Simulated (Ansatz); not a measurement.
# Hypothetical fluorite TeO2: thickness series

The reference is TeO$_{2}$ in the fluorite structure (space group Fm-3m, No. 225; a = 5.324 Å; a hypothetical phase, not in the database extracts checked). Axes: x, y, z lie along the cube axes.

Free-standing slabs (3 atom(s) a layer) normal to [111] with 15 Å of vacuum; in-plane cell held at bulk.

All numbers come from PBEsol, PAW, 420 eV (Ansatz, an electronic-structure program; no spin-orbit coupling).

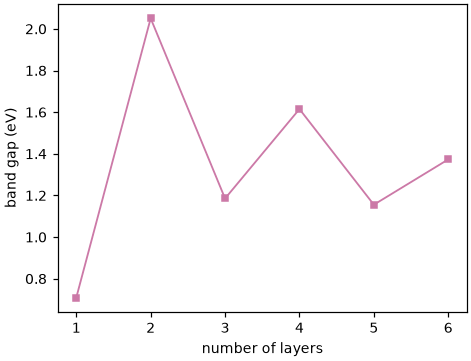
*Band gap against number of layers*

Task: From the plot, what is the band gap for 5 layers?

Result: About 1.2 eV.

Task: Is the trend monotonic over the range shown?

Result: No, it turns within the range, spanning 0.71 eV to 2.05 eV.

With Te present, leaving out spin-orbit coupling can change the band edges. Stability against distortions was not tested.
